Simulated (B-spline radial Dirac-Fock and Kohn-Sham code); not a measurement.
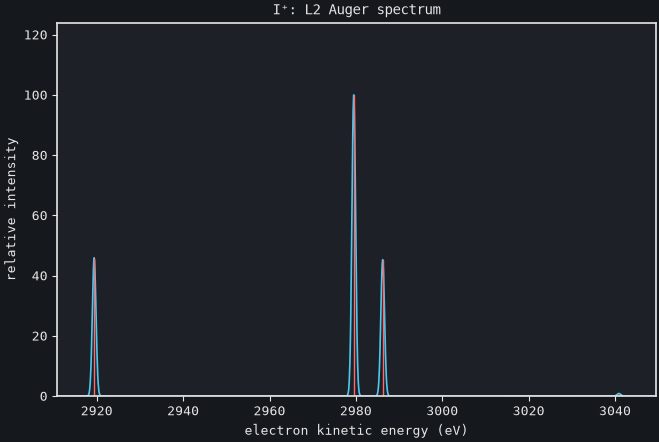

The Auger multiplet of an L2 hole with both final holes in M23, broadened by 1.0 eV full width. Kinetic energies count from the vacuum level; very weak lines are left out. Lines are named by their largest jj component, which in light atoms can differ from the customary names. It refers to iodine in charge state +1 (I⁺), configuration [Kr] 4d10 5s2 5p4, inside a Watson sphere of charge −1 and radius 3 Å that stands in for a crystal. Level of theory: Dirac–Fock ΔSCF energies in intermediate coupling of the two holes, Coulomb rates, valence shells as spectators; calculated with a radial B-spline solver.

> How wide is the L2 level from this decay?

0.301 eV from this multiplet.

> Which line is strongest?

L2-M2M3 J=2 at 2.979 keV, 52 % of the multiplet.
